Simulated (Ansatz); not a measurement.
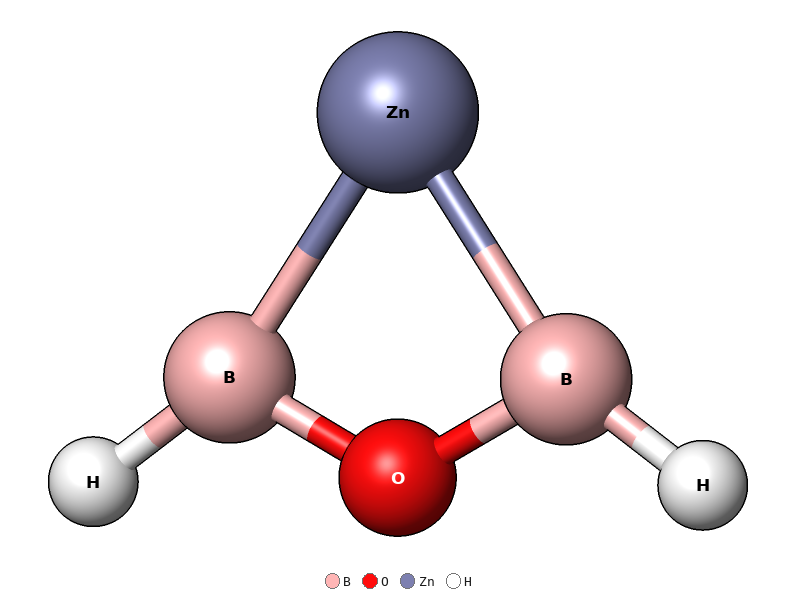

The computed structure is the end point of a PBE-D4/def2-SVP optimisation. No frequency run is at hand to confirm it as a minimum. Level of theory: RKS PBE-D4/def2-SVP (Ansatz 0.2.0).

What does the calculation give?

The species is B2H2OZn (`[BH]1O[BH][Zn]1`).
- dipole moment: 1.23 D
